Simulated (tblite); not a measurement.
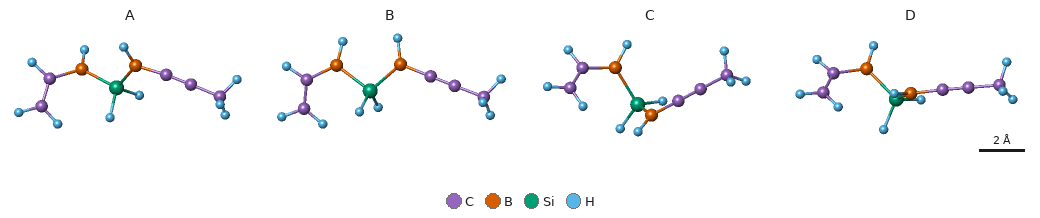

4 geometries from one relaxation of C₅H₁₀B₂Si, in shuffled order. Style: ball-and-stick. Shown at a tilt.

These are results of GFN2-xTB geometry optimisation, gas phase in tblite, not measurements. 

Put them in the order of the run, from the start to the converged end.

Answer. B, A, D, C. They are steps 0, 126, 163, 243, at +62.7 kJ/mol, +9.85 kJ/mol, +4.06 kJ/mol relative to the last. Over 243 geometry steps the energy falls by 62.7 kJ/mol. The largest move after the best rigid fit is that of an H atom, 4.35 Å. Largest moves by element: H 4.35 Å, B 2.33 Å, C 1.71 Å, Si 1.50 Å. Near-neighbour distances that change, for instance: B–C 1.533 → 1.487 Å, B–Si 1.926 → 1.971 Å, C–H 1.126 → 1.091 Å, C–H 1.114 → 1.080 Å. Among the angles between lasting bonds that change: B–Si–H 106.8° → 114.1°, H–Si–H 108.9° → 101.9°, H–C–H 115.8° → 109.1°. Groups turn about B–Si by about 100°.
